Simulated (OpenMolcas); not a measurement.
```
&GATEWAY
Basis set
V.ANO-RCC-VTZP.
V1 0.0 0.0 0.0 Angstrom
End of basis
Basis set
F.ANO-RCC-VDZP.
L1 2.100000 0.000000 0.000000 Angstrom
L2 0.000000 2.100000 0.000000 Angstrom
L3 0.000000 0.000000 2.100000 Angstrom
End of basis
Basis set
Zn.EMB-AIMP.Lopez-Moraza.11s8p.1s1p.ECP.KZnF3.
PseudoCharge
* 3 symmetry-unique lattice sites within 7.6 angstrom
End of basis
Basis set
K.EMB-AIMP.Lopez-Moraza.0s.0s.ECP.KZnF3.
PseudoCharge
* 16 symmetry-unique lattice sites within 7.6 angstrom
End of basis
Basis set
Zn.EMB-AIMP.Lopez-Moraza.0s.0s.ECP.KZnF3.
PseudoCharge
* 10 symmetry-unique lattice sites within 7.6 angstrom
End of basis
Basis set
F.EMB-AIMP.Lopez-Moraza.0s.0s.ECP.KZnF3.
PseudoCharge
* 39 symmetry-unique lattice sites within 7.6 angstrom
End of basis
Symmetry
XYZ
AngMom=0.0 0.0 0.0
AMFI
RICD
XField
1521 Angstrom 0
* Evjen-weighted lattice charges
&SEWARD
&RASSCF
FileOrb=start.orb
Symmetry=1
Spin=4
nActEl=3 0 0
Inactive=18 21
Ras2=5 0
CIRoot=10 10 1
SDav=10
CIMx=300
Iter=150 100
PrWF=0.3
OrbListing=Nothing
MaxOrb=0
LevShft=1.0
>>> COPY $Project.JobIph JOB001
&RASSCF
FileOrb=start.orb
Symmetry=1
Spin=2
nActEl=3 0 0
Inactive=18 21
Ras2=5 0
CIRoot=40 40 1
SDav=40
CIMx=300
Iter=150 100
PrWF=0.3
OrbListing=Nothing
MaxOrb=0
LevShft=1.0
>>> COPY $Project.JobIph JOB002
&RASSI
NrOfJobIphs=2 10 40
1 2 3 4 5 6 7 8 9 10
1 2 3 4 5 6 7 8 9 10 11 12 13 14 15 16 17 18 19 20 21 22 23 24 25 26 27
28 29 30 31 32 33 34 35 36 37 38 39 40
IphNames
JOB001
JOB002
EJob
SpinOrbit
DIPRint=1.0
SOCoupling=1000.0
Subsets=2
Property=9
'ANGMOM' 1 'ANGMOM' 2 'ANGMOM' 3 'MLTPL  1' 1 'MLTPL  1' 2 'MLTPL  1' 3
'AMFI' 1 'AMFI' 2 'AMFI' 3
SOProperty=3
'ANGMOM' 1 'ANGMOM' 2 'ANGMOM' 3
```

Command:
```bash
OMP_NUM_THREADS=1 MOLCAS_MEM=2457 MOLCAS_PROJECT=a pymolcas a.inp > a.log  # once for each step of the input, in one work folder
```

The calculation used state-averaged CASSCF, active space 3 electrons in the shell 3d, basis ANO-RCC-VTZP on the metal and ANO-RCC-VDZP on the ligands, DKH2 scalar Hamiltonian, spin-orbit coupling by RASSI with atomic mean-field integrals (OpenMolcas). Powder susceptibility by Van Vleck's formula.

V²⁺ (3d³) as a dopant in KZnF₃, a cluster with its 6 nearest F⁻ at 2.100 Å (octahedron) embedded in model potentials and point charges; the geometry was set, not optimised. The cluster and the levels that result:

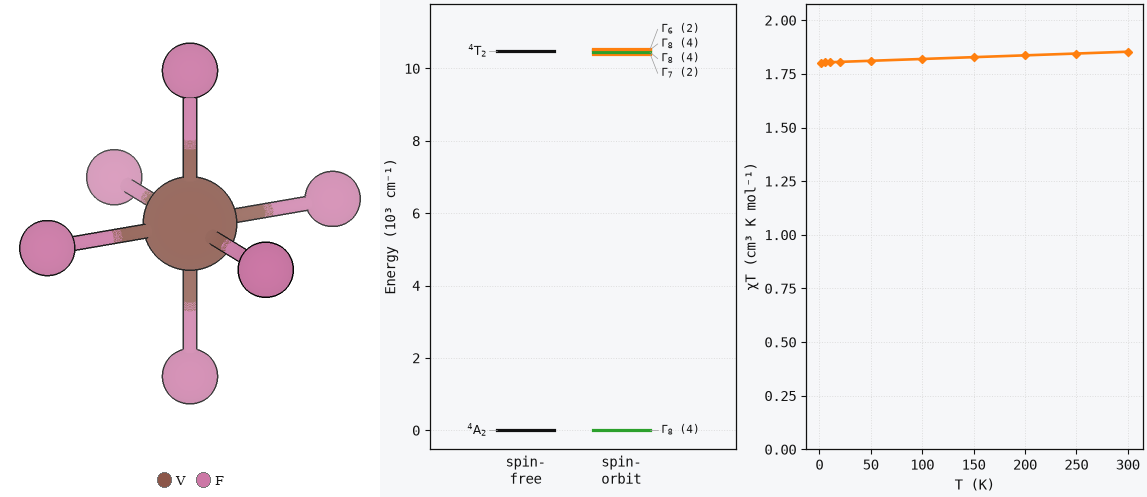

Labels give the representation in O, Td, D4 or D3 as the site allows (double group for half-integer spin) where it could be assigned and, in brackets, the degeneracy; spin-free states, where drawn, share the zero of the spin-orbit levels.

The ground level is Γ₈, 4-fold degenerate, 100 % from states of spin multiplicity 4. The next level lies at 10,400 cm⁻¹ (Γ₇). The lowest spin-free state is ⁴A₂, from the free-ion F term; of the same spin there follows at 10,500 cm⁻¹ (⁴T₂) above it. A ligand-field fit to the spin-free states gives |10Dq| = 11,000 cm⁻¹, B = 932 and C = 3,550 cm⁻¹ (rms misfit 200 cm⁻¹). χT is 1.80 cm³ K mol⁻¹ at 2 K and 1.85 at 300 K, an effective moment of 3.85 μB. The active orbitals hold 94 to 97 % metal character (Löwdin), and the Mulliken charge of the metal is +1.97.

Known limits: the geometry is set by hand, with no relaxation and no charge compensation.
